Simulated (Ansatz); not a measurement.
**SiH₄O₂: one structure at several levels**

How do the functionals fare away from a minimum? The structure is a displaced guess of a reacting structure.

The runs use Ansatz 0.2.0, Gaussian basis; single points in def2-TZVPP.

Correlated methods freeze the cores.

## 1. The starting structure

7 atoms, charge 0, spin multiplicity 1.

Atoms are counted from 1 here; the program's logs count them from 0.

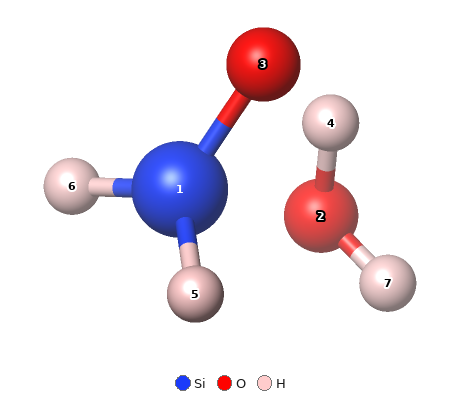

As it starts; silicon blue, oxygen red, hydrogen pink; atoms are numbered from 1 in the order of the file.

Geometry (Å):

```
Si   -0.2260   -0.1461    0.7620
O     0.5797    0.6948   -0.9218
O     0.5523   -1.4509    0.2007
H     0.8210   -0.4774   -0.7398
H    -1.7373   -0.2238    0.5337
H     0.2977    0.6838    1.7603
H    -0.1489    0.7420   -1.6916
```

## 2. CCSD(T)/def2-TZVPP

Contents of run/in.yaml:

```yaml
crystal:
  periodic: [false, false, false]
  atoms:
    - {symbol: Si, position_ang: [-0.226000, -0.146100, 0.762000]}
    - {symbol: O, position_ang: [0.579700, 0.694800, -0.921800]}
    - {symbol: O, position_ang: [0.552300, -1.450900, 0.200700]}
    - {symbol: H, position_ang: [0.821000, -0.477400, -0.739800]}
    - {symbol: H, position_ang: [-1.737300, -0.223800, 0.533700]}
    - {symbol: H, position_ang: [0.297700, 0.683800, 1.760300]}
    - {symbol: H, position_ang: [-0.148900, 0.742000, -1.691600]}
basis:
  gaussian: {orbitals: def2-TZVPP}
correlation: {method: ccsd_t}
output: {forces: true}
```

No record of the launch command was kept for these runs.

## 3. PBE0-D4/def2-TZVPP

Edit run/in.yaml of step 2 so:

```diff
@@ -12,3 +12,3 @@
   gaussian: {orbitals: def2-TZVPP}
-correlation: {method: ccsd_t}
-output: {forces: true}
+hamiltonian: {xc: pbe0, dispersion: d4}
+output: {forces: true, orbitals: {seedname: orbitals}}
```

## 4. wB97M-V/def2-TZVPP

Edit run/in.yaml of step 3 so:

```diff
@@ -12,3 +12,3 @@
   gaussian: {orbitals: def2-TZVPP}
-hamiltonian: {xc: pbe0, dispersion: d4}
-output: {forces: true, orbitals: {seedname: orbitals}}
+hamiltonian: {xc: {name: wB97M-V}}
+output: {forces: true}
```

## 5. r2SCAN-D4/def2-TZVPP

Edit run/in.yaml of step 4 so:

```diff
@@ -12,3 +12,3 @@
   gaussian: {orbitals: def2-TZVPP}
-hamiltonian: {xc: {name: wB97M-V}}
+hamiltonian: {xc: r2scan, dispersion: d4}
 output: {forces: true}
```

## 6. PBE-D4/def2-TZVPP

Edit run/in.yaml of step 5 so:

```diff
@@ -12,3 +12,3 @@
   gaussian: {orbitals: def2-TZVPP}
-hamiltonian: {xc: r2scan, dispersion: d4}
+hamiltonian: {xc: pbe, dispersion: d4}
 output: {forces: true}
```

## 7. wB97X-V/def2-TZVPP

Edit run/in.yaml of step 6 so:

```diff
@@ -12,3 +12,3 @@
   gaussian: {orbitals: def2-TZVPP}
-hamiltonian: {xc: pbe, dispersion: d4}
+hamiltonian: {xc: {name: wB97X-V}}
 output: {forces: true}
```

## 8. revPBE-D4/def2-TZVPP

Edit run/in.yaml of step 7 so:

```diff
@@ -12,3 +12,3 @@
   gaussian: {orbitals: def2-TZVPP}
-hamiltonian: {xc: {name: wB97X-V}}
+hamiltonian: {xc: {name: revPBE}, dispersion: d4}
 output: {forces: true}
```

(Steps that only read results are left out.)

Q: Predict the outcome of this session. Wanted: energy less free atoms, CCSD(T)/def2-TZVPP; RMS force component; RMS force error; HOMO and LUMO, PBE0-D4; T1 diagnostic.

As calculated:

| quantity | value |
| --- | --- |
| energy less free atoms, CCSD(T)/def2-TZVPP | -22.725 eV |
| RMS force component | 1.321 to 1.590 eV/Å over the methods |
| RMS force error | PBE0-D4 0.114, wB97M-V 0.084, r2SCAN-D4 0.087, PBE-D4 0.263, wB97X-V 0.101, revPBE-D4 0.308 eV/Å |
| HOMO and LUMO, PBE0-D4 | -7.97 and -1.06 eV |
| T1 diagnostic | 0.016 |

In words: Against CCSD(T) the functionals' energies less atoms differ by -1.107 to -0.174 eV, PBE-D4 by -1.107 eV. The reference is not at the basis limit: in triple zeta CCSD(T) underbinds, which counts against methods that bind more; the gaps are no ranking. The forces of wB97M-V come nearest to CCSD(T), those of revPBE-D4 are farthest. Frozen-core CCSD(T) forces in triple zeta carry basis errors of their own, and this is one geometry, so small gaps rank nothing.
